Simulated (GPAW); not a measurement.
Property calculation, with input and output: C2H2F2

The run: property calculation of C2H2F2. Method and program: PBE/real-space grid, scalar-relativistic datasets (GPAW 26.7.0).

The geometry comes from this level: GFN2-xTB.

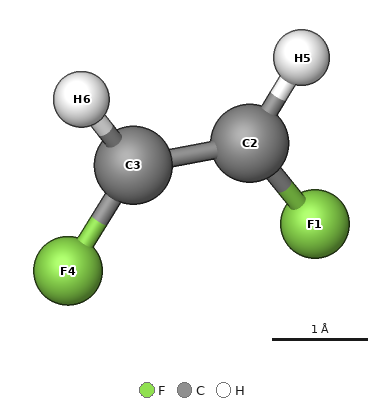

Fig. 1: The input geometry (ball-and-stick view, seen at a tilt; atoms are numbered from 1 in the order of the input). Bond lengths as drawn: C–C 1.32 Å, C–F 1.33 to 1.34 Å and C–H 1.08 Å.

### The input (c2h2f2.py)
```python
import numpy as np
from ase import Atoms
from ase.units import Debye
from gpaw import GPAW

system = Atoms(['F', 'C', 'C', 'F', 'H', 'H'],
    positions=[[  0.192360,  -0.836360,  -1.520840],
               [  0.405210,   0.027280,  -0.525710],
               [ -0.327390,   0.076410,   0.572410],
               [ -1.362570,  -0.733090,   0.808990],
               [  1.239650,   0.687180,  -0.705780],
               [ -0.147270,   0.778580,   1.370930]])
system.center(vacuum=4.5)

gpaw_calc = GPAW(mode='fd', h=0.18, xc='PBE', maxiter=150, txt='-')
system.calc = gpaw_calc

energy = system.get_potential_energy()
print(f'Energy                  {energy:.5f} eV')
forces = system.get_forces()
print('Forces (eV/Ang)')
for symbol, f in zip(system.symbols, forces):
    print(f'{symbol:2} {f[0]:9.4f} {f[1]:9.4f} {f[2]:9.4f}')
dipole = system.get_dipole_moment() / Debye
print(f'Dipole = {np.linalg.norm(dipole):.3f} D')
homo, lumo = gpaw_calc.get_homo_lumo()
print(f'HOMO                    {homo:.3f} eV')
print(f'LUMO                    {lumo:.3f} eV')
print(f'Gap: {lumo - homo:.3f} eV')
```

Command:
```bash
python3 -u c2h2f2.py | tee c2h2f2.out
```

### What the program printed
```
__  _  _
 | _ |_)|_||  |
 |__||  | ||/\| - 26.7.0

units:  Angstrom and eV
cores:  1
OpenMP: False

Versions:
  Python: 3.12.14
  ASE:    3.29.0
  Numpy:  2.5.5
  Scipy:  1.18.1
  Libxc:  7.0.0

        _gpaw.cpython-312-x86_64-linux-gnu.so

Input parameters:
  mode=FD(),
  h=0.18,
  maxiter=150,
  xc=XC(name='PBE')

Diagonalizing LCAO Hamiltonian
Converting LCAO to fd mode
        .----------------------------.
       /|                            |
      / |                            |
     /  |                            |
    /   |                            |
   /    |                            |
  /     |                            |
 *      |                            |
 |      |                            |
 |      |          H                 |
 |      |      F  C                  |
 |      |              H             |
 |      |           C                |
 |      |          F                 |
 |      |                            |
 |      .----------------------------.
 |     /                            /
 |    /                            /
 |   /                            /
 |  /                            /
 | /                            /
 |/                            /
 *----------------------------*

Atoms  # Å, Bohr magnetons
|   | symbol |        x |        y |        z |    initial magnetic moments |
|---|--------|----------|----------|----------|-----------------------------|
| 0 |      F | 6.054930 | 4.500000 | 4.500000 | ( 0.0000,  0.0000,  0.0000) |
| 1 |      C | 6.267780 | 5.363640 | 5.495130 | ( 0.0000,  0.0000,  0.0000) |
| 2 |      C | 5.535180 | 5.412770 | 6.593250 | ( 0.0000,  0.0000,  0.0000) |
| 3 |      F | 4.500000 | 4.603270 | 6.829830 | ( 0.0000,  0.0000,  0.0000) |
| 4 |      H | 7.102220 | 6.023540 | 5.315060 | ( 0.0000,  0.0000,  0.0000) |
| 5 |      H | 5.715300 | 6.114940 | 7.391770 | ( 0.0000,  0.0000,  0.0000) |

Unit cell  # Å
| periodic |         x |         y |         z |   lengths |    angles |
|----------|-----------|-----------|-----------|-----------|-----------|
|       no | 11.602220 |  0.000000 |  0.000000 | 11.602220 | 90.000000 |
|       no |  0.000000 | 10.614940 |  0.000000 | 10.614940 | 90.000000 |
|       no |  0.000000 |  0.000000 | 11.891770 | 11.891770 | 90.000000 |

Number of symmetries: 1
Symmetry operations  # r_c * U_cc + t_c -> r_c
|   | kind |            matrix            |
|---|------|------------------------------|
| 0 |  E   |  1, 0, 0,  0, 1, 0,  0, 0, 1 |

BZ-sampling:
  Number of BZ points: 1
  Number of IBZ points: 1

  Monkhorst-Pack size: [1, 1, 1]
  Monkhorst-Pack shift: [0, 0, 0]

K-points  # in reciprocal-cell coordinates
|   |                                coordinates |     weight |
|---|--------------------------------------------|------------|
| 0 | (  0.00000000,   0.00000000,   0.00000000) | 1.00000000 |

Uniform wave function grid shape: (np.int64(63), np.int64(59), np.int64(67))
Spin-components: 1 (collinear spins)
Bands:           18
Projectors:      26
Spin-degeneracy: 2
Datatype:        float64

  Storage: CPU
  Wave functions: 35_861_616 bytes (35_861_616 per core)

Parallelization:
  kpt:    1
  domain: 1
  band:   1

Density:
  Valence electrons: 24.0
  Components: 1
  Grid points: [64 60 68]
  Charge: 0.0  # |e|

Potential:
  Grid points: [64 60 68]

species:
  F:
    name:    Fluorine
    Z:       9.0
    valence: 7
    core:    2
    charge:  0.0  # [|e|]
    file:    F.PBE.gz
    compensation charges:
      type: gauss
      rc: 0.20  # [Å]
      lmax: 2
    cutoffs:
      filter: 1.14  # [Å]
      core: 0.74  # [Å]
    projectors
    | kind |    occ | energy [eV] | rcut [Å] |
    |------|--------|-------------|----------|
    |   2s |  2.000 |     -29.898 |    0.635 |
    |   2p |  5.000 |     -11.110 |    0.635 |
    |    s |        |      -2.687 |    0.635 |
    |    p |        |      16.102 |    0.635 |
    |    d |        |       0.000 |    0.635 |

    Using partial waves for F as LCAO basis

  C:
    name:    Carbon
    Z:       6.0
    valence: 4
    core:    2
    charge:  0.0  # [|e|]
    file:    C.PBE.gz
    compensation charges:
      type: gauss
      rc: 0.20  # [Å]
      lmax: 2
    cutoffs:
      filter: 1.14  # [Å]
      core: 1.14  # [Å]
    projectors
    | kind |    occ | energy [eV] | rcut [Å] |
    |------|--------|-------------|----------|
    |   2s |  2.000 |     -13.751 |    0.635 |
    |   2p |  2.000 |      -5.284 |    0.635 |
    |    s |        |      13.461 |    0.635 |
    |    p |        |      21.927 |    0.635 |
    |    d |        |       0.000 |    0.635 |

    Using partial waves for C as LCAO basis

  H:
    name:    Hydrogen
    Z:       1.0
    valence: 1
    core:    0
    charge:  0.0  # [|e|]
    file:    H.PBE.gz
    compensation charges:
      type: gauss
      rc: 0.15  # [Å]
      lmax: 2
    cutoffs:
      filter: 0.85  # [Å]
      core: 0.53  # [Å]
    projectors
    | kind |    occ | energy [eV] | rcut [Å] |
    |------|--------|-------------|----------|
    |   1s |  1.000 |      -6.494 |    0.476 |
    |    s |        |      20.717 |    0.476 |
    |    p |        |       0.000 |    0.476 |

    Using partial waves for H as LCAO basis

Reference energy: -7508.398126  # eV

eigensolver:
  PPCG
  Converge bands: occupied
  niter=2

density mixing:
  MSR1-Mixer
  Pratt-step length: 0.05
  Maximum mixing coefficient: 0.75
  Old densities: 10
  SVD Regularization: 0.005
  Good broyden scale: 1.0
  Trust region scale: 1.0
  Backstep threshold: 4.0
  History deletion threshold: 6.0
  Fourier metric: weight=20.0, sigma=0.015

occupation numbers:
  # Zero width

FastPoissonSolver using
    Stencil: 6*3+1=19 point O(h^6) finite-difference Laplacian
    FFT axes: []
    FST axes: [np.int64(1), np.int64(0), np.int64(2)]

xc functional:
  name: PBE with 2 nearest neighbor stencil
interpolation: tri-quintic # 5. degree polynomial

Initialization done in: 2.778 s

convergence criteria:
- Maximum [total energy] change in last 3 cyles: 0.0005 eV / valence electron
- Maximum integral of absolute [dens]ity change: 0.0001 electrons / valence electron
- Maximum integral of absolute [eigenst]ate change: 4e-08 eV^2 / valence electron
maximum number of iterations: 150

SCF iterations
|iter     |     time |      energy | eigst |  dens |
|---------|----------|-------------|-------|-------|
|iter:   1| 00:00:04 |  -34.706543 | +1.19 |       |
|iter:   2| 00:00:06 |  -34.492778 | -0.16 | -0.86 |
|iter:   3| 00:00:08 |  -32.733656 | +0.18 | -0.90 |
|iter:   4| 00:00:10 |  -32.697609 | -0.45 | -1.49 |
|iter:   5| 00:00:12 |  -32.695769 | -1.44 | -1.88 |
|iter:   6| 00:00:14 |  -32.695586c| -2.16 | -2.28 |
|iter:   7| 00:00:16 |  -32.695853c| -3.02 | -2.73 |
|iter:   8| 00:00:18 |  -32.695869c| -3.96 | -3.21 |
|iter:   9| 00:00:20 |  -32.695873c| -4.70 | -3.55 |
|iter:  10| 00:00:21 |  -32.695873c| -5.38 | -4.08c|
|iter:  11| 00:00:23 |  -32.695873c| -6.23 | -4.65c|
|iter:  12| 00:00:25 |  -32.695873c| -6.99 | -5.09c|
|iter:  13| 00:00:27 |  -32.695873c| -7.69c| -5.56c|

Converged in 13 steps
SCF loop duration: 24.225 s (1.863 s/step)
Energy contributions relative to reference atoms: (reference = -7508.398126)

Energy contributions:
  Kinetic:          37.115063
  Coulomb:         -39.256217
  Zero:              0.567056
  External:          0.000000
  Xc:              -31.121775
  Entropy:           0.000000
  Spinorbit:         0.000000
  ----------------------------
  Free energy:     -32.695873
  Extrapolated:    -32.695873

dipole moment: (0.241772, 0.324511, 0.146480)  # |e|*Ang

Fermi level: -3.566
Eigenvalues  # (at kpt = [0.000, 0.000, 0.000])
| band index |      eig [eV] | occ [0-2] |
|------------|---------------|-----------|
|          0 |       -31.310 |     2.000 |
|        ... |               |           |
|          4 |       -13.840 |     2.000 |
|          5 |       -13.518 |     2.000 |
|          6 |       -12.005 |     2.000 |
|          7 |       -11.798 |     2.000 |
|          8 |       -10.970 |     2.000 |
|          9 |        -9.714 |     2.000 |
|         10 |        -8.973 |     2.000 |
|         11 |        -6.365 |     2.000 |
|         12 |        -0.766 |     0.000 |
|         13 |        -0.626 |     0.000 |
|         14 |         0.137 |     0.000 |
|         15 |         0.624 |     0.000 |
|         16 |         1.369 |     0.000 |
|         17 |         1.452 |     0.000 |

Gap: 5.599 eV
Transition (v -> c):
  (s=0, k=0, n=11, [0.00, 0.00, 0.00]) -> (s=0, k=0, n=12, [0.00, 0.00, 0.00])
No difference between direct/indirect transitions
vacuum-level: 0.000  # V
Energy                  -32.69587 eV

Forces  # eV/Ang
|        x |        y |        z |
|----------|----------|----------|
| -0.14755 | -0.49228 | -0.47749 |  # F    0
|  0.29946 |  0.17466 | -0.19607 |  # C    1
| -0.07773 |  0.15852 |  0.33658 |  # C    2
| -0.54416 | -0.45027 |  0.01841 |  # F    3
|  0.26232 |  0.28615 |  0.05744 |  # H    4
|  0.18392 |  0.31287 |  0.20828 |  # H    5

Force computation time: 0.071  # s
Forces (eV/Ang)
F    -0.1475   -0.4923   -0.4775
C     0.2995    0.1747   -0.1961
C    -0.0777    0.1585    0.3366
F    -0.5442   -0.4503    0.0184
H     0.2623    0.2862    0.0574
H     0.1839    0.3129    0.2083
Dipole = 2.067 D
HOMO                    -6.365 eV
LUMO                    -0.766 eV
Gap: 5.599 eV
```

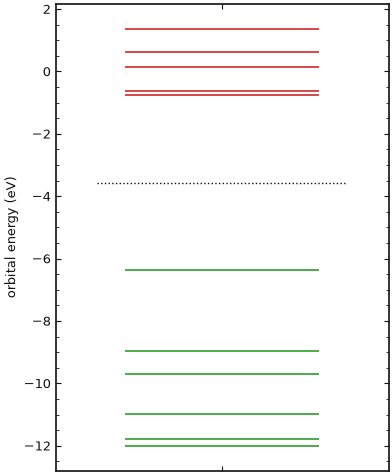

Fig. 2: Orbital energies near the frontier; the dotted line parts filled from empty levels, and levels within 0.02 eV of each other stand side by side. Highest filled −6.37 eV, lowest empty −0.77 eV, 5.60 eV apart.

### Summary

- outcome: converged
- energy relative to the program's reference atoms: −32.6959 eV
- largest force: 0.707 eV/Å
- HOMO: −6.37 eV
- LUMO: −0.77 eV
- dipole moment: 2.07 D
- hardware: 1 thread of Intel Xeon @ 2.60GHz (Ice Lake), 24 GiB of memory available, shared host
- wall time: 28 s
- peak memory: 0.74 GiB
